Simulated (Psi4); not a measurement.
# CAM-B3LYP/def2-TZVP run of AlH3S (SMILES [AlH2][SH])

Aim: the vertical singlet–triplet gap of AlH3S at CAM-B3LYP/def2-TZVP, from 2 runs. 

The results are computed with Psi4 1.11.

1 further run of the same task is left out (set aside as unsound or not needed).

### Step 1. Starting point

The species is AlH3S (5 atoms), meant as a singlet with charge 0. SMILES: `[AlH2][SH]`. The coordinates come from a PBE0-D4/def2-TZVP relaxation.

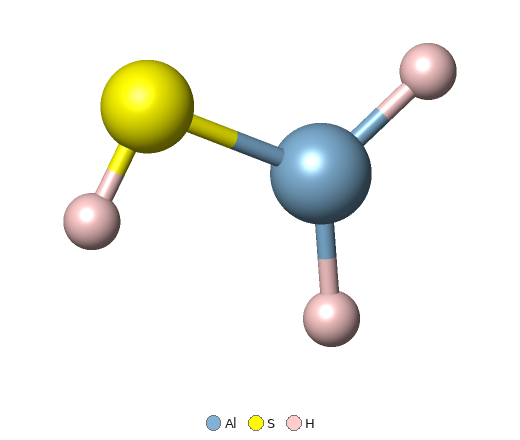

The structure, seen from a chosen angle (aluminium light blue, sulfur yellow, hydrogen pink).

### Step 2. A single-point energy at CAM-B3LYP/def2-TZVP

Input file input.json:

```json
{
  "schema_name": "qcschema_input",
  "schema_version": 1,
  "molecule": {
    "schema_name": "qcschema_molecule",
    "schema_version": 2,
    "symbols": ["Al", "S", "H", "H", "H"],
    "geometry": [-1.16426027, -0.12132042, -0.34336324, 2.13368977, -0.64836503, 2.07227367, -3.74487026, -1.22851095, 0.66348284, -0.83355819, 1.31524938, -2.94116974, 3.70329629, 0.54386318, 0.47054181],
    "molecular_charge": 0,
    "molecular_multiplicity": 1,
    "fix_symmetry": "c1",
    "fix_com": true,
    "fix_orientation": true
  },
  "driver": "energy",
  "model": {
    "method": "cam-b3lyp",
    "basis": "def2-TZVP"
  },
  "keywords": {
    "reference": "rks",
    "puream": true,
    "e_convergence": 1e-09,
    "d_convergence": 1e-08,
    "scf_type": "pk",
    "dft_radial_points": 99,
    "dft_spherical_points": 590,
    "scf_properties": ["WIBERG_LOWDIN_INDICES", "MULLIKEN_CHARGES", "MAYER_INDICES"]
  }
}
```

The run is started by

```sh
$ psi4 --qcschema input.json -n 1 --memory 1600MB
```

stdout:

```text
[...]
  Running in c1 symmetry.
[...]
  Nuclear repulsion =   73.814899680884807
[...]
  Multiplicity = 1
[...]
  Nalpha       = 16
  Nbeta        = 16
[...]
    Number of basis functions: 92
[...]
   @RKS iter   1:  -642.42441344008728   -4.65908e-01   4.87144e-03 ADIIS/DIIS
[...]
   @RKS iter  11:  -642.48391019091332   -3.18323e-12   1.95951e-09 DIIS
[...]
    Orbital Energies [Eh]
    ---------------------
    Doubly Occupied:
       1A    -88.919473     2A    -56.110636     3A     -7.999941
       4A     -5.963121     5A     -5.958884     6A     -5.957243
       7A     -4.221885     8A     -2.779106     9A     -2.772607
      10A     -2.770603    11A     -0.802976    12A     -0.501898
      13A     -0.461188    14A     -0.377371    15A     -0.366226
      16A     -0.335957
[...]
  @RKS Final Energy:  -642.48391019091332
   => Energetics <=
    Nuclear Repulsion Energy =             73.8148996808848068
    One-Electron Energy =               -1036.1396666626242222
    Two-Electron Energy =                 354.3703753732964401
    DFT Exchange-Correlation Energy =     -34.5295185824703452
    Empirical Dispersion Energy =           0.0000000000000000
    VV10 Nonlocal Energy =                  0.0000000000000000
    Total Energy =                       -642.4839101909134342
[...]
 Multipole Moments:
 ------------------------------------------------------------------------------------
     Multipole            Electronic (a.u.)      Nuclear  (a.u.)        Total (a.u.)
 ------------------------------------------------------------------------------------
 L = 1.  Multiply by 2.5417464519 to convert [e a0] to [Debye]
 Dipole X            :        -18.1556109           18.1285207           -0.0270903
 Dipole Y            :         11.5019588          -11.3204043            0.1815544
 Dipole Z            :        -27.2431135           26.8855115           -0.3576019
 Magnitude           :                                                    0.4019640
[...]
  Mulliken Charges: (a.u.)
   Center  Symbol    Alpha    Beta     Spin     Total
       1    AL     6.31868  6.31868  0.00000  0.36263
       2     S     8.15341  8.15341  0.00000 -0.30682
       3     H     0.55307  0.55307  0.00000 -0.10614
       4     H     0.55135  0.55135  0.00000 -0.10269
       5     H     0.42349  0.42349  0.00000  0.15302
   Total alpha = 16.00000, Total beta = 16.00000, Total charge = -0.00000
  Mayer Bond Indices:
[...]
```

The result, in JSON:

```text
{
 "driver": "energy",
 "model": {
  "method": "cam-b3lyp",
  "basis": "def2-TZVP"
 },
 "success": true,
 "return_result": -642.4839101909133,
 "properties": {
  "calcinfo_nbasis": 92,
  "calcinfo_nmo": 92,
  "calcinfo_nalpha": 16,
  "calcinfo_nbeta": 16,
  "calcinfo_natom": 5,
  "nuclear_repulsion_energy": 73.8148996808848,
  "return_energy": -642.4839101909133,
  "scf_one_electron_energy": -1036.1396666626242,
  "scf_two_electron_energy": 354.37037537329644,
  "scf_xc_energy": -34.529518582470345,
  "scf_dipole_moment": [-0.02709025162915779, 0.18155443438760877, -0.3576019443822318],
  "scf_total_energy": -642.4839101909133,
  "scf_iterations": 11
 }
}
```

Run time: 18 s. Hardware: 1 thread of Intel Xeon Platinum 8375C at 2.90GHz (Ice Lake), shared host; peak memory 0.74 GiB.

### Step 3. The triplet, same level

Input file alh3s.xyz:

```xyz
5
AlH3S
Al    -0.616100    -0.064200    -0.181700
S      1.129100    -0.343100     1.096600
H     -1.981700    -0.650100     0.351100
H     -0.441100     0.696000    -1.556400
H      1.959700     0.287800     0.249000
```

Input file alh3s_ase.py:

```python
import numpy as np
from ase.calculators.psi4 import Psi4
from ase.io import read

a = read('alh3s.xyz')
calc = Psi4(atoms=a, method='cam-b3lyp', basis='def2-TZVP', memory='1600MB', num_threads=1, charge=0, multiplicity=3, label='alh3s', reference='uks')
calc.psi4.set_options({'puream': True, 'e_convergence': 1e-09, 'd_convergence': 1e-08, 'scf_type': 'pk', 'dft_radial_points': 99, 'dft_spherical_points': 590, 'maxiter': 200})
a.calc = calc

print(f'energy: {a.get_potential_energy():.6f} eV')
```

The run is started by

```sh
$ python alh3s_ase.py
```

alh3s.dat:

```text
[...]
  Running in c1 symmetry.
[...]
  Nuclear repulsion =   73.814899731463512
[...]
  Multiplicity = 3
[...]
  Nalpha       = 17
  Nbeta        = 15
[...]
    Number of basis functions: 92
[...]
   @UKS iter   1:  -642.23768466304227   -2.79179e-01   4.18567e-03 DIIS/ADIIS
[...]
   @UKS iter  12:  -642.29638060969171   -1.08002e-11   5.86596e-09 DIIS
[...]
   @S^2 Observed:                2.010154718E+00
[...]
    Orbital Energies [Eh]
    ---------------------
    Alpha Occupied:
       1A    -89.057598     2A    -56.057101     3A     -8.134896
       4A     -6.105651     5A     -6.094579     6A     -6.088751
       7A     -4.173393     8A     -2.728744     9A     -2.727059
      10A     -2.721895    11A     -0.926699    12A     -0.577517
      13A     -0.511424    14A     -0.483716    15A     -0.403249
      16A     -0.340539    17A     -0.156119
    Alpha Virtual:
      18A     -0.008004    19A      0.025251    20A      0.095864
      21A      0.105901    22A      0.136958    23A      0.163316
      24A      0.164943    25A      0.170579    26A      0.180174
[...]
  @UKS Final Energy:  -642.29638060969171
   => Energetics <=
    Nuclear Repulsion Energy =             73.8148997314635125
    One-Electron Energy =               -1034.5998142932742212
    Two-Electron Energy =                 352.9746804165392859
    DFT Exchange-Correlation Energy =     -34.4861464644202229
    Empirical Dispersion Energy =           0.0000000000000000
    VV10 Nonlocal Energy =                  0.0000000000000000
    Total Energy =                       -642.2963806096917097
[...]
 Multipole Moments:
 ------------------------------------------------------------------------------------
     Multipole            Electronic (a.u.)      Nuclear  (a.u.)        Total (a.u.)
 ------------------------------------------------------------------------------------
 L = 1.  Multiply by 2.5417464519 to convert [e a0] to [Debye]
 Dipole X            :          2.3167884           -0.4192212            1.8975672
 Dipole Y            :         -0.8126919            0.7446734           -0.0680185
 Dipole Z            :          2.5405831           -1.5994045            0.9411786
 Magnitude           :                                                    2.1192463
[...]
```

Standard output:

```text
energy: -17477.774755 eV
```

It took 33 s on 1 thread of Intel Xeon Platinum 8375C at 2.90GHz (Ice Lake), shared host; peak memory 0.76 GiB.

### Step 4. Summary of results

Level: CAM-B3LYP/def2-TZVP.

| quantity | value |
| --- | --- |
| singlet: total energy | -642.48391 Eh |
| singlet: dipole moment | 1.02 D |
| singlet: HOMO energy | -9.14 eV |
| singlet: LUMO energy | -0.48 eV |
| singlet: HOMO–LUMO gap | 8.66 eV |
| triplet: total energy | -642.29638 Eh |
| triplet: dipole moment | 5.39 D |
| triplet: HOMO energy (highest over α and β) | -4.25 eV |
| triplet: ⟨S²⟩ | 2.010 |
| vertical energy of the triplet above the singlet | 5.103 eV |

In words: At this shape the triplet lies 5.10 eV (118 kcal/mol) above the singlet. Mulliken charges (singlet) run from -0.31 on S2 to +0.36 on Al1; they depend strongly on the basis.
